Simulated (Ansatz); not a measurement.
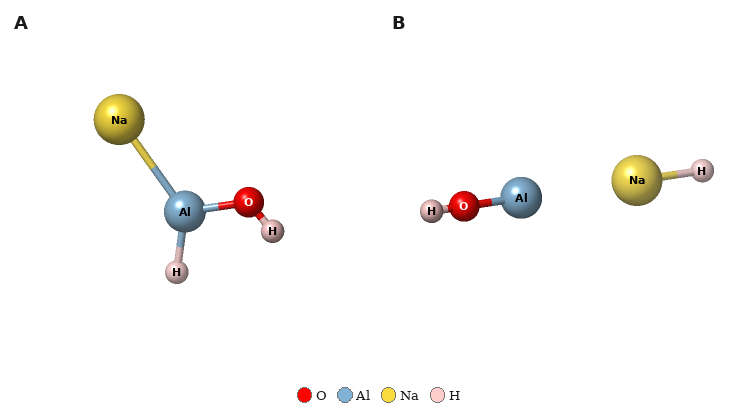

2 stationary structures of one formula. Geometries: PBE0-D4/def2-TZVP. Electronic energies: RHF-CCSD(T) (frozen core)/def2-TZVPP (Ansatz 0.2.0), without zero-point energy. No frequency run is at hand to confirm each as a minimum.

Rank them by energy, lowest first.

A is lowest (Cs); B lies 102.0 kJ/mol above it (C∞v).

Give E(B) − E(A) in kJ/mol at these levels too: ωB97M-V/def2-TZVPP; RHF-CCSD(T) (frozen core)/def2-TZVPP; PBE-D4/def2-TZVPP; B3LYP-D4/def2-TZVPP; r2SCAN-D4/def2-TZVPP; PBE0-D4/def2-TZVP; PBE0-D4/def2-TZVPP.

| level | E(B) − E(A) (kJ/mol) |
| --- | --- |
| ωB97M-V/def2-TZVPP | +85.6 |
| RHF-CCSD(T) (frozen core)/def2-TZVPP | +102.0 |
| PBE-D4/def2-TZVPP | +102.1 |
| B3LYP-D4/def2-TZVPP | +91.0 |
| r2SCAN-D4/def2-TZVPP | +108.7 |
| PBE0-D4/def2-TZVP | +108.3 |
| PBE0-D4/def2-TZVPP | +107.9 |
